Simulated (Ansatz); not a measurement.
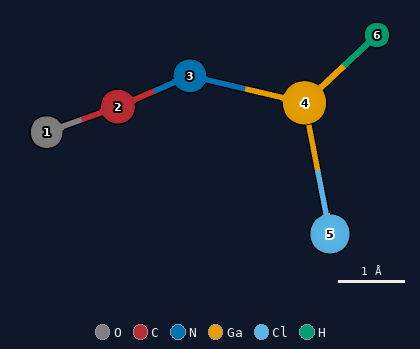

The starting structure (ball-and-stick view, seen at a tilt; atoms are numbered from 1 in the order of the input). Sticks mark near contacts. Bond lengths as drawn: Cl–Ga 2.13 Å, C–N 1.20 Å, C–O 1.16 Å, Ga–H 1.54 Å and Ga–N 1.82 Å.

# CHClGaNO: geometry relaxation

System: CHClGaNO, SMILES O=C=[N][GaH][Cl].
Method: PBE/def2-SVP, RKS (Ansatz 0.2.0).

The geometry comes from this level: PBE0-D4/def2-TZVP. Figures and captions count atoms from 1; the log counts them from 0 in places.

**Output**
```
The last accepted step is kept in runs//last_step.txt (removed where the run ends without a failure and the disk answers)
Functional definition: PBE
  name "PBE"
  parameter kappa = 0.804
  parameter beta = 0.06672455060314922
  exchange = pbe_x(kappa = kappa, mu = beta*pi^2/3)
  correlation = pbe_c(beta = beta)
1081 factors; their error is unknown
mean field evaluation 1: about -69453.1140 eV, gradient 6.7e1 eV
mean field evaluation 2: about -69407.7246 eV, gradient 1.5e2 eV
mean field evaluation 4: about -69459.9491 eV, gradient 2.5e1 eV
mean field evaluation 8: about -69461.1400 eV, gradient 2.0e-1 eV
mean field evaluation 16: about -69461.0897 eV, gradient 4.3e-4 eV
mean field -69461.08966376 eV, -2552.6479627255 hartree, gradient 4.5e-5 eV, S^2 0.000000; 0 other end points of the search recorded, 0 dependent functions left out
the calculation of the forces begins
reference -69461.08969742 eV, -2552.6479639625 hartree; 35, 35 occupied and 62, 62 virtual orbitals, 1081 factors
relax step   1: F+E_penalty+E_count = -69461.08966376 eV  Δ(F+E_penalty+E_count) = +0.000e0 eV  max|allowed force component| = 1.792e0 eV/Å  Δτ_max = 0.0000 Å  (27 SCF iters, accepted)
these checks for a lower state are left out or cut short: starts, cluster_reference, orbital_swaps, neighbouring_geometries, increment
1081 factors; their error is unknown
mean field -69461.13356996 eV, -2552.6495762485 hartree, gradient 1.2e-5 eV, S^2 0.000000; 0 other end points of the search recorded, 0 dependent functions left out
the calculation of the forces begins
reference -69461.13360374 eV, -2552.6495774900 hartree; 35, 35 occupied and 62, 62 virtual orbitals, 1081 factors
relax step   2: F+E_penalty+E_count = -69461.13356996 eV  Δ(F+E_penalty+E_count) = -4.391e-2 eV  max|allowed force component| = 1.149e-1 eV/Å  Δτ_max = 0.0381 Å  (30 SCF iters, accepted)
these checks for a lower state are left out or cut short: starts, cluster_reference, orbital_swaps, neighbouring_geometries, increment
1081 factors; their error is unknown
mean field evaluation 32: about -69461.1353 eV, gradient 1.3e-5 eV
mean field -69461.13529033 eV, -2552.6496394712 hartree, gradient 1.3e-5 eV, S^2 0.000000; 0 other end points of the search recorded, 0 dependent functions left out
the calculation of the forces begins
reference -69461.13532416 eV, -2552.6496407144 hartree; 35, 35 occupied and 62, 62 virtual orbitals, 1081 factors
relax step   3: F+E_penalty+E_count = -69461.13529033 eV  Δ(F+E_penalty+E_count) = -1.720e-3 eV  max|allowed force component| = 9.216e-2 eV/Å  Δτ_max = 0.0168 Å  (30 SCF iters, accepted)
these checks for a lower state are left out or cut short: starts, cluster_reference, orbital_swaps, neighbouring_geometries, increment
1081 factors; their error is unknown
mean field -69461.13669714 eV, -2552.6496911706 hartree, gradient 1.3e-5 eV, S^2 0.000000; 0 other end points of the search recorded, 0 dependent functions left out
the calculation of the forces begins
reference -69461.13673103 eV, -2552.6496924160 hartree; 35, 35 occupied and 62, 62 virtual orbitals, 1081 factors
relax step   4: F+E_penalty+E_count = -69461.13669714 eV  Δ(F+E_penalty+E_count) = -1.407e-3 eV  max|allowed force component| = 9.288e-2 eV/Å  Δτ_max = 0.0262 Å  (29 SCF iters, accepted)
these checks for a lower state are left out or cut short: starts, cluster_reference, orbital_swaps, neighbouring_geometries, increment
1081 factors; their error is unknown
mean field -69461.13933337 eV, -2552.6497880502 hartree, gradient 1.3e-5 eV, S^2 0.000000; 0 other end points of the search recorded, 0 dependent functions left out
the calculation of the forces begins
reference -69461.13936734 eV, -2552.6497892984 hartree; 35, 35 occupied and 62, 62 virtual orbitals, 1081 factors
relax step   5: F+E_penalty+E_count = -69461.13933337 eV  Δ(F+E_penalty+E_count) = -2.636e-3 eV  max|allowed force component| = 1.457e-1 eV/Å  Δτ_max = 0.0379 Å  (28 SCF iters, accepted)
these checks for a lower state are left out or cut short: starts, cluster_reference, orbital_swaps, neighbouring_geometries, increment
1081 factors; their error is unknown
mean field -69461.14287036 eV, -2552.6499180320 hartree, gradient 7.7e-6 eV, S^2 0.000000; 0 other end points of the search recorded, 0 dependent functions left out
the calculation of the forces begins
reference -69461.14290446 eV, -2552.6499192852 hartree; 35, 35 occupied and 62, 62 virtual orbitals, 1081 factors
relax step   6: F+E_penalty+E_count = -69461.14287036 eV  Δ(F+E_penalty+E_count) = -3.537e-3 eV  max|allowed force component| = 7.121e-2 eV/Å  Δτ_max = 0.0874 Å  (29 SCF iters, accepted)
these checks for a lower state are left out or cut short: starts, cluster_reference, orbital_swaps, neighbouring_geometries, increment
1081 factors; their error is unknown
mean field -69461.14349687 eV, -2552.6499410560 hartree, gradient 9.8e-6 eV, S^2 0.000000; 0 other end points of the search recorded, 0 dependent functions left out
the calculation of the forces begins
reference -69461.14353100 eV, -2552.6499423100 hartree; 35, 35 occupied and 62, 62 virtual orbitals, 1081 factors
relax step   7: F+E_penalty+E_count = -69461.14349687 eV  Δ(F+E_penalty+E_count) = -6.265e-4 eV  max|allowed force component| = 4.490e-2 eV/Å  Δτ_max = 0.0222 Å  (29 SCF iters, accepted)
these checks for a lower state are left out or cut short: starts, cluster_reference, orbital_swaps, neighbouring_geometries, increment
1081 factors; their error is unknown
mean field evaluation 64: about -69461.1439 eV, gradient 1.4e-5 eV
mean field -69461.14390988 eV, -2552.6499562338 hartree, gradient 1.0e-5 eV, S^2 0.000000; 0 other end points of the search recorded, 0 dependent functions left out
the calculation of the forces begins
reference -69461.14394404 eV, -2552.6499574892 hartree; 35, 35 occupied and 62, 62 virtual orbitals, 1081 factors
relax step   8: F+E_penalty+E_count = -69461.14390988 eV  Δ(F+E_penalty+E_count) = -4.130e-4 eV  max|allowed force component| = 1.091e-2 eV/Å  Δτ_max = 0.0273 Å  (28 SCF iters, accepted)
these checks for a lower state are left out or cut short: starts, cluster_reference, orbital_swaps, neighbouring_geometries, increment
1081 factors; their error is unknown
mean field -69461.14399252 eV, -2552.6499592706 hartree, gradient 1.0e-5 eV, S^2 0.000000; 0 other end points of the search recorded, 0 dependent functions left out
the calculation of the forces begins
reference -69461.14402674 eV, -2552.6499605281 hartree; 35, 35 occupied and 62, 62 virtual orbitals, 1081 factors
relax step   9: F+E_penalty+E_count = -69461.14399252 eV  Δ(F+E_penalty+E_count) = -8.263e-5 eV  max|allowed force component| = 7.506e-2 eV/Å  Δτ_max = 0.0416 Å  (29 SCF iters, accepted)
these checks for a lower state are left out or cut short: starts, cluster_reference, orbital_swaps, neighbouring_geometries, increment
1081 factors; their error is unknown
mean field -69461.14408429 eV, -2552.6499626431 hartree, gradient 8.4e-6 eV, S^2 0.000000; 0 other end points of the search recorded, 0 dependent functions left out
the calculation of the forces begins
reference -69461.14411850 eV, -2552.6499639004 hartree; 35, 35 occupied and 62, 62 virtual orbitals, 1081 factors
relax step  10: F+E_penalty+E_count = -69461.14408429 eV  Δ(F+E_penalty+E_count) = -9.177e-5 eV  max|allowed force component| = 3.255e-3 eV/Å  Δτ_max = 0.0033 Å  (31 SCF iters, accepted)
these checks for a lower state are left out or cut short: starts, cluster_reference, orbital_swaps, neighbouring_geometries, increment
1081 factors; their error is unknown
mean field -69461.14408613 eV, -2552.6499627106 hartree, gradient 4.6e-5 eV, S^2 0.000000; 0 other end points of the search recorded, 0 dependent functions left out
the calculation of the forces begins
reference -69461.14412034 eV, -2552.6499639679 hartree; 35, 35 occupied and 62, 62 virtual orbitals, 1081 factors
relax step  11: F+E_penalty+E_count = -69461.14408613 eV  Δ(F+E_penalty+E_count) = -1.837e-6 eV  max|allowed force component| = 1.655e-3 eV/Å  Δτ_max = 0.0013 Å  (19 SCF iters, accepted)
1081 factors; their error is unknown
mean field evaluation 96: about -69461.1956 eV, gradient 1.8e-1 eV
```

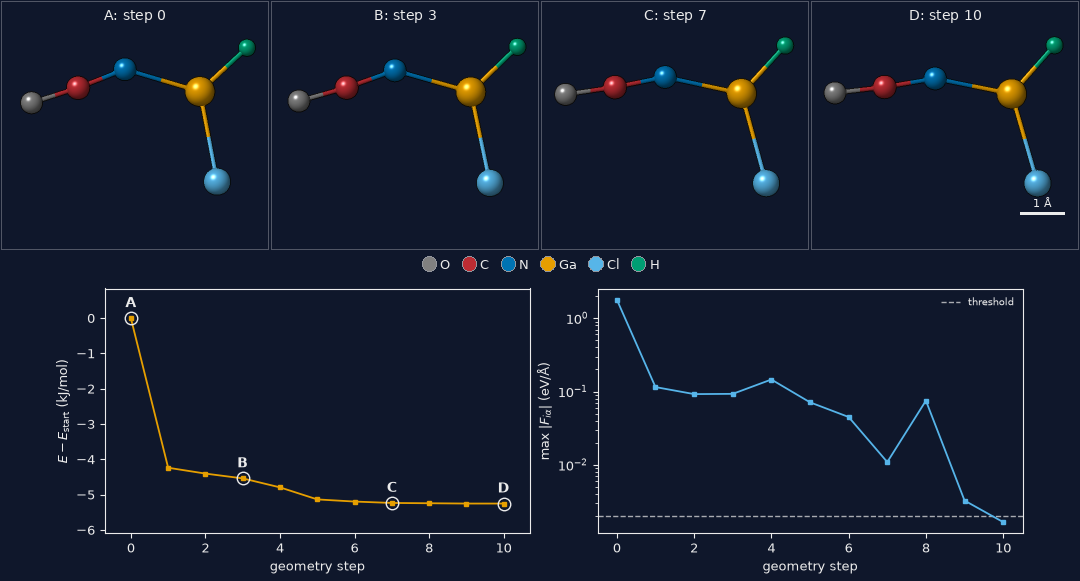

Frames of the relaxation (ball-and-stick view, seen at a tilt) above the curves, on which the letters mark them (the first geometry is step 0 here and step 1 in the log).

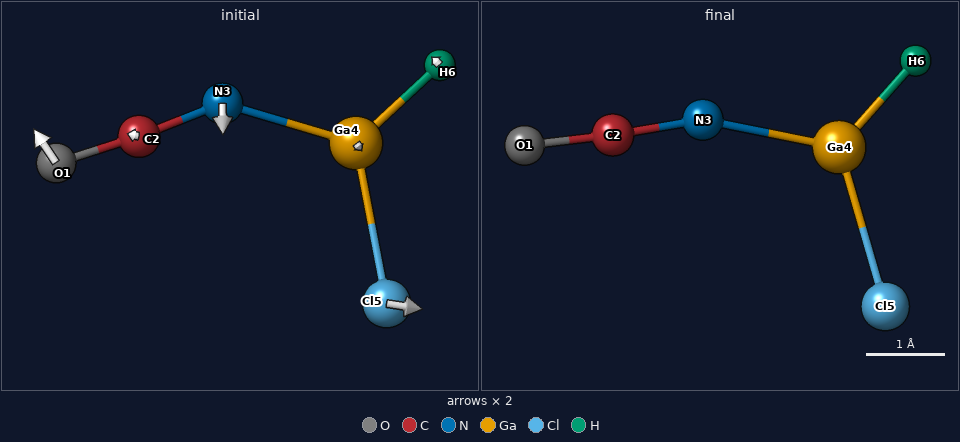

Before (left) and after (right) the relaxation, at one scale (ball-and-stick view, seen at a tilt). The white arrows give the displacements, magnified 2 times. After 10 geometry steps the energy has fallen by 5.25 kJ/mol. The largest force component goes from 1.8 to 0.0017 eV/Å. The largest move after the best rigid fit is that of O1, 0.27 Å. By element the largest moves are O 0.27 Å, Cl 0.25 Å, N 0.21 Å, C 0.08 Å, H 0.08 Å, Ga 0.07 Å. Among the contacts that change: Ga4–Cl5 2.132 → 2.156 Å, O1–C2 1.163 → 1.182 Å, C2–N3 1.203 → 1.216 Å, Ga4–H6 1.540 → 1.552 Å. Among the angles that change: C2–N3–Ga4 142.4° → 159.2°. (Atoms are counted from 1 in the order of the input.)

```
mean field -69461.14408613 eV, -2552.6499627106 hartree, gradient 4.6e-5 eV, S^2 0.000000; 1 other end points of the search recorded, 0 dependent functions left out
the calculation of the forces begins
reference -69461.14412034 eV, -2552.6499639679 hartree; 35, 35 occupied and 62, 62 virtual orbitals, 1081 factors
Total energy: -69461.14412034 eV, -2552.6499639679 hartree
Atom 0 at    -0.960127    -2.679649    -0.768961 Å, force     0.000378     0.001007     0.000243 eV/Å
Atom 1 at    -0.734336    -1.553398    -0.491179 Å, force    -0.000237    -0.000255    -0.000060 eV/Å
Atom 2 at    -0.559257    -0.381940    -0.216476 Å, force    -0.000521    -0.000783    -0.000255 eV/Å
Atom 3 at     0.312204     1.141546     0.294279 Å, force     0.001655    -0.000149     0.000347 eV/Å
Atom 4 at     2.406891     0.904801     0.745652 Å, force    -0.001147     0.000192    -0.000233 eV/Å
Atom 5 at    -0.423176     2.504740     0.390684 Å, force    -0.000127    -0.000011    -0.000043 eV/Å
Dipole moment:    -0.110481     0.436563     0.060614 e Å
```

**Trajectory as extended XYZ (Å, eV, eV/Å), 11 frames, from step=1 to step=11**
```
6
Properties=species:S:1:pos:R:3:forces:R:3 step=1 energy=-69461.08966
O    -0.7002   -2.6266   -0.6967   -0.0342  -1.7916  -0.3647
C    -0.6918   -1.4860   -0.4676    0.0367  -0.1192  -0.0152
N    -0.7568   -0.3047   -0.2479   -0.1486   1.5808   0.2794
Ga    0.2485    1.1244    0.2757   -0.1966   0.2316  -0.0006
Cl    2.2974    0.6946    0.6778    0.4210  -0.0792   0.0844
H    -0.3549    2.5344    0.4127   -0.0784   0.1777   0.0167
6
Properties=species:S:1:pos:R:3:forces:R:3 step=2 energy=-69461.13357
O    -0.7189   -2.6581   -0.7074   -0.0387  -0.1149  -0.0320
C    -0.6985   -1.5028   -0.4726    0.0037   0.0290   0.0065
N    -0.7530   -0.3035   -0.2468   -0.0202  -0.0477  -0.0142
Ga    0.2511    1.1370    0.2788    0.0074   0.1072   0.0231
Cl    2.3224    0.7093    0.6867    0.0666  -0.0018   0.0155
H    -0.3609    2.5543    0.4152   -0.0188   0.0282   0.0011
6
Properties=species:S:1:pos:R:3:forces:R:3 step=3 energy=-69461.13529
O    -0.7325   -2.6644   -0.7119   -0.0303   0.0205  -0.0031
C    -0.7015   -1.5084   -0.4744   -0.0045   0.0330   0.0054
N    -0.7472   -0.3079   -0.2463    0.0417  -0.0922  -0.0084
Ga    0.2555    1.1394    0.2804    0.0035   0.0334   0.0075
Cl    2.3327    0.7216    0.6916   -0.0058   0.0094   0.0005
H    -0.3649    2.5558    0.4146   -0.0046  -0.0041  -0.0019
6
Properties=species:S:1:pos:R:3:forces:R:3 step=4 energy=-69461.13670
O    -0.7566   -2.6703   -0.7188   -0.0124   0.0929   0.0156
C    -0.7052   -1.5150   -0.4766   -0.0248   0.0202  -0.0019
N    -0.7336   -0.3146   -0.2444    0.0922  -0.0860   0.0048
Ga    0.2636    1.1406    0.2825   -0.0227  -0.0189  -0.0092
Cl    2.3453    0.7433    0.6989   -0.0368   0.0085  -0.0071
H    -0.3714    2.5521    0.4123    0.0045  -0.0167  -0.0023
6
Properties=species:S:1:pos:R:3:forces:R:3 step=5 energy=-69461.13933
O    -0.7932   -2.6735   -0.7281   -0.0290  -0.0940  -0.0255
C    -0.7122   -1.5229   -0.4798    0.0084  -0.0159  -0.0013
N    -0.7028   -0.3275   -0.2396    0.0754   0.1457   0.0468
Ga    0.2722    1.1411    0.2845   -0.0134  -0.0482  -0.0120
Cl    2.3575    0.7755    0.7082   -0.0312   0.0032  -0.0070
H    -0.3793    2.5433    0.4088   -0.0103   0.0092  -0.0009
6
Properties=species:S:1:pos:R:3:forces:R:3 step=6 energy=-69461.14287
O    -0.8776   -2.6810   -0.7496   -0.0014   0.0095   0.0015
C    -0.7193   -1.5404   -0.4850   -0.0024   0.0680   0.0130
N    -0.6245   -0.3534   -0.2263    0.0113  -0.0331  -0.0038
Ga    0.2908    1.1491    0.2907   -0.0053  -0.0712  -0.0156
Cl    2.3794    0.8313    0.7245   -0.0022   0.0230   0.0041
H    -0.4066    2.5305    0.3997    0.0001   0.0037   0.0008
6
Properties=species:S:1:pos:R:3:forces:R:3 step=7 energy=-69461.14350
O    -0.8965   -2.6810   -0.7541   -0.0003   0.0348   0.0070
C    -0.7242   -1.5428   -0.4866   -0.0081  -0.0449  -0.0112
N    -0.6118   -0.3594   -0.2244    0.0015   0.0021   0.0002
Ga    0.2965    1.1439    0.2905   -0.0113   0.0267   0.0051
Cl    2.3868    0.8513    0.7304    0.0054   0.0075   0.0021
H    -0.4086    2.5241    0.3982    0.0128  -0.0262  -0.0032
6
Properties=species:S:1:pos:R:3:forces:R:3 step=8 energy=-69461.14391
O    -0.9231   -2.6809   -0.7605   -0.0041   0.0004  -0.0012
C    -0.7288   -1.5476   -0.4887    0.0002  -0.0097  -0.0012
N    -0.5903   -0.3688   -0.2212    0.0036   0.0109   0.0035
Ga    0.3027    1.1430    0.2929    0.0003  -0.0049  -0.0037
Cl    2.3954    0.8747    0.7368    0.0025   0.0030   0.0019
H    -0.4137    2.5157    0.3947   -0.0025   0.0003   0.0006
6
Properties=species:S:1:pos:R:3:forces:R:3 step=9 energy=-69461.14399
O    -0.9637   -2.6797   -0.7693    0.0112   0.0570   0.0159
C    -0.7348   -1.5536   -0.4911    0.0018   0.0145  -0.0009
N    -0.5560   -0.3821   -0.2161   -0.0145  -0.0751  -0.0207
Ga    0.3145    1.1428    0.2917    0.0027  -0.0035   0.0155
Cl    2.4086    0.9059    0.7473   -0.0077   0.0045  -0.0052
H    -0.4264    2.5028    0.3914    0.0064   0.0025  -0.0045
6
Properties=species:S:1:pos:R:3:forces:R:3 step=10 energy=-69461.14408
O    -0.9611   -2.6794   -0.7690    0.0009   0.0020   0.0007
C    -0.7345   -1.5533   -0.4912   -0.0013  -0.0033  -0.0012
N    -0.5586   -0.3820   -0.2165    0.0009   0.0000   0.0002
Ga    0.3129    1.1415    0.2943   -0.0018  -0.0018  -0.0002
Cl    2.4074    0.9054    0.7459    0.0009   0.0001   0.0001
H    -0.4240    2.5038    0.3904    0.0004   0.0030   0.0004
6
Properties=species:S:1:pos:R:3:forces:R:3 step=11 energy=-69461.14409
O    -0.9601   -2.6796   -0.7690    0.0004   0.0010   0.0002
C    -0.7343   -1.5534   -0.4912   -0.0002  -0.0003  -0.0001
N    -0.5593   -0.3819   -0.2165   -0.0005  -0.0008  -0.0003
Ga    0.3122    1.1415    0.2943    0.0017  -0.0001   0.0003
Cl    2.4069    0.9048    0.7457   -0.0011   0.0002  -0.0002
H    -0.4232    2.5047    0.3907   -0.0001   0.0000   0.0000
```

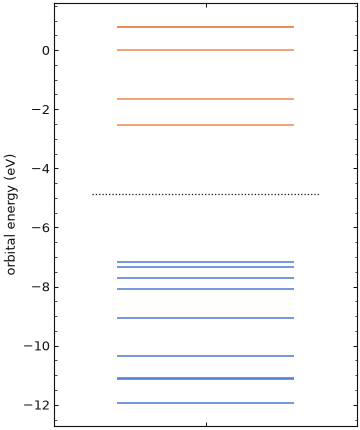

Orbital energies near the frontier; the dotted line parts filled from empty levels, and levels within 0.02 eV of each other stand side by side. Highest filled −7.18 eV, lowest empty −2.55 eV, 4.63 eV apart.

The run was set up as follows.

**Input file**
```yaml
crystal:
  periodic: [false, false, false]
  atoms:
    - symbol: O
      position_ang: [-0.700200, -2.626600, -0.696700]
    - symbol: C
      position_ang: [-0.691800, -1.486000, -0.467600]
    - symbol: "N"
      position_ang: [-0.756800, -0.304700, -0.247900]
    - symbol: Ga
      position_ang: [0.248500, 1.124400, 0.275700]
    - symbol: Cl
      position_ang: [2.297400, 0.694600, 0.677800]
    - symbol: H
      position_ang: [-0.354900, 2.534400, 0.412700]
basis:
  gaussian:
    orbitals: def2-SVP
total_charge: 0
hamiltonian:
  xc: {name: PBE}
relax:
  f_tol: 0.002
output: {orbitals: {seedname: orbitals}}
```

Launched with:
```bash
ansatz run molecule.yaml --threads 1 --pin off --max-ram 3480MiB --events-out events.jsonl --progress --plain --runs-dir runs
```

**Summary**

- outcome: converged
- total energy: −2552.649964 hartree
- basis functions: 97
- largest force: 0.002 eV/Å
- SCF solution under orbital rotations: stable
- HOMO: −7.18 eV
- LUMO: −2.55 eV
- dipole moment: 2.18 D
- hardware: 1 thread of Arm Neoverse V2, 112 GiB of memory available, shared host
- wall time: 44 s
- peak memory: 0.17 GiB
